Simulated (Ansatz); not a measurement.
SiH₂F₃: several calculations on one system

**1. Relaxation**

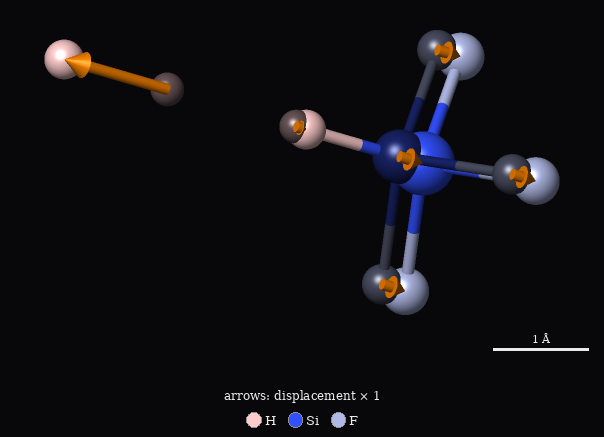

This is a relaxation of SiH2F3 (multiplicity 2) (started from a transition state, displaced along its imaginary mode). The starting structure is drawn faded, the final one solid; orange arrows show the displacements, at their true length. The two geometries are superimposed by the best rigid fit.

The picture is a ball-and-stick view, seen at a tilt.

These are results of UKS PBE0-D4/def2-TZVP (Ansatz 0.2.0), not measurements.

Input
```yaml
crystal:
  periodic: [false, false, false]
  atoms:
    - {symbol: H, position_ang: [-0.744757, -0.269947, 0.364449]}
    - {symbol: H, position_ang: [-2.121451, -0.770478, 1.041685]}
    - {symbol: Si, position_ang: [0.360717, 0.130957, -0.177002]}
    - {symbol: F, position_ang: [1.132584, 1.100414, 0.786773]}
    - {symbol: F, position_ang: [0.076212, 0.896942, -1.517728]}
    - {symbol: F, position_ang: [1.296595, -1.087887, -0.498177]}
basis:
  gaussian: {orbitals: def2-TZVP}
magnetization: {spin_polarized: true, initial_magnetization: 1}
hamiltonian: {xc: pbe0, dispersion: d4}
relax: {f_tol: 0.005, max_steps: 200}
```

> Which element moves most?

Hydrogen: up to 1.29 Å, against 0.29 Å for silicon.

> What did the optimiser do to the structure, and how much energy did it gain?

After 11 geometry steps the energy has fallen by 12.3 kcal/mol. The largest force component goes from 4.3 to 0.0015 eV/Å. The forces were under the threshold at step 7, but the run went on from there. The atom that moves furthest after the best rigid fit is H2 (1.29 Å). By element the largest moves are H 1.29 Å, Si 0.29 Å, F 0.29 Å. Near-neighbour distances that change, for instance: H1–Si3 1.295 → 1.461 Å. The run took of the order of 2.2 core-minutes on a shared host.

**2. Relaxation**

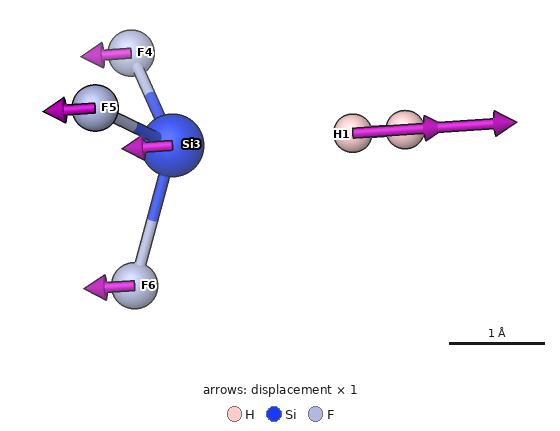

A relaxation of SiH₂F₃ (multiplicity 2) (started from a transition state, displaced along its imaginary mode). The starting structure is drawn; purple arrows show the displacements, at their true length. The two geometries are superimposed by the best rigid fit.

Style: ball-and-stick. Shown at a tilt.

All numbers below come from UKS PBE0-D4/def2-TZVP in Ansatz 0.2.0.

Input file:
```yaml
crystal:
  periodic: [false, false, false]
  atoms:
    - {symbol: H, position_ang: [-1.256117, -0.456295, 0.617007]}
    - {symbol: H, position_ang: [-1.734847, -0.629609, 0.850823]}
    - {symbol: Si, position_ang: [0.390631, 0.141880, -0.191841]}
    - {symbol: F, position_ang: [1.166717, 1.119019, 0.781479]}
    - {symbol: F, position_ang: [0.101365, 0.913413, -1.542684]}
    - {symbol: F, position_ang: [1.332150, -1.088408, -0.514785]}
basis:
  gaussian: {orbitals: def2-TZVP}
magnetization: {spin_polarized: true, initial_magnetization: 1}
hamiltonian: {xc: pbe0, dispersion: d4}
relax: {f_tol: 0.005, max_steps: 200}
```

Question: What did the optimiser do to the structure, and how much energy did it gain?

Answer: The largest move after the best rigid fit is that of H2, 1.21 Å. By element the largest moves are H 1.21 Å, F 0.57 Å, Si 0.55 Å. Near-neighbour distances that change, for instance: H1–Si3 1.930 → 3.501 Å, H1–H2 0.560 → 0.747 Å. The energy falls by 37.5 kcal/mol in 11 accepted moves (12 points after the start). The largest force component goes from 12 to 0.00095 eV/Å. The line search rejected the trial step at point 9 of the run.

**3. Reaction**

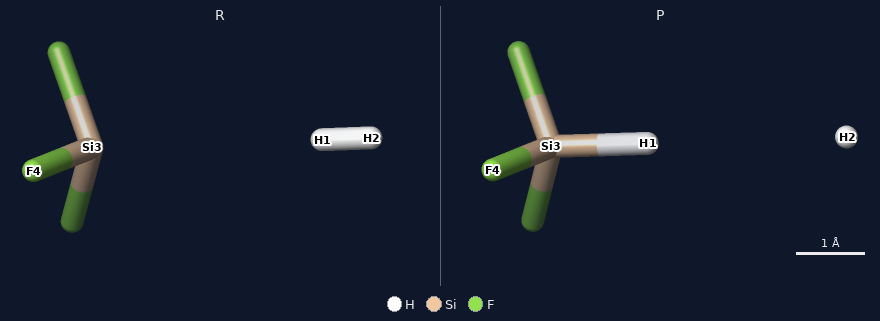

Reactant (R) and product (P) of one elementary step of SiH₂F₃ (multiplicity 2). A stick model, seen at a tilt.

Stationary points at PBE0-D4/def2-TZVP, single-point energies with CCSD(T)/CBS (def2-TZVPP where no basis is named; Ansatz 0.2.0). The energies are electronic, without zero-point or thermal terms, and both ends are the minima reached downhill from the saddle, with any fragments still in contact. CCSD(T)/CBS stands for a frozen-core estimate: MP2 correlation extrapolated from def2-TZVPP and def2-QZVPP, CCSD(T) minus MP2 from the smaller set.

R:
```xyz
6

H    -2.1264   -0.7719    1.0440
H    -2.7596   -1.0049    1.3636
Si    0.8586    0.3136   -0.4276
F     1.6343    1.2870    0.5468
F     0.5890    1.0883   -1.7789
F     1.8039   -0.9121   -0.7479
```

P:
```xyz
6

H    -0.6376   -0.2312    0.3129
H    -3.2235   -1.1705    1.5816
Si    0.6097    0.2214   -0.2992
F     1.3821    1.1927    0.6674
F     0.3230    0.9885   -1.6422
F     1.5462   -1.0009   -0.6205
```

Predict the saddle point between them and the barrier.

Counted by bonded pieces, R holds H₂ + SiF₃ and P holds H + SiHF₃. From R over the saddle to P, a bond forms: H1–Si3 (3.50 → 1.61 → 1.46 Å). A bond breaks: H1–H2 (0.75 → 1.09 → 3.03 Å). The saddle has one imaginary mode, 1154i cm⁻¹. With CCSD(T)/CBS the barrier is 55.2 kJ/mol from R and 40.1 kJ/mol from P, and P lies 15.2 kJ/mol above R.

Saddle geometry:

```xyz
6

H    -1.0004   -0.3631    0.4907
H    -1.9281   -0.7000    0.9463
Si    0.3757    0.1364   -0.1844
F     1.1497    1.1097    0.7841
F     0.0888    0.9052   -1.5302
F     1.3144   -1.0881   -0.5065
```

The saddle point in the same view, with dashed sticks for the bonds that form or break:

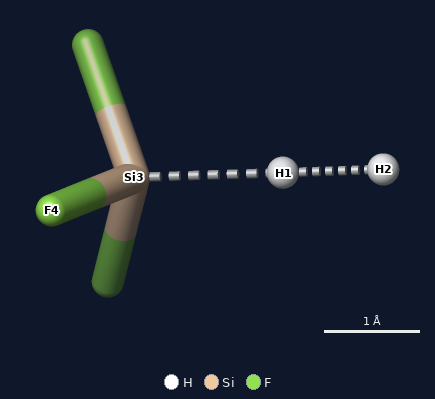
